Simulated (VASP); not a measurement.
Band structure of AlAs. These are PBEsol GGA with spin-orbit coupling, VASP's PBE PAW potentials (set 64) (plane waves; VASP) values and carry that method's errors.

The cell holds a wide vacuum, so values per volume refer to the whole cell.

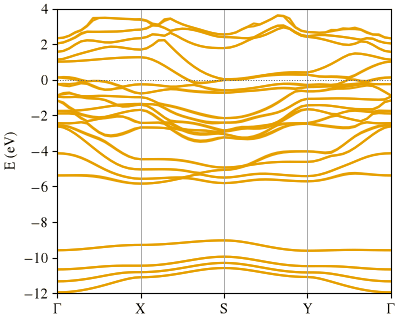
Figure. Bands along high-symmetry lines, zero at the valence-band maximum or, without a gap, the Fermi level

### Question
Read the plot: is there a gap, and where are the band edges?

### Answer
It has no gap at this level: it comes out as a metal or semimetal.

The cell is a sheet with vacuum, built from a database entry that may be metastable or hypothetical.
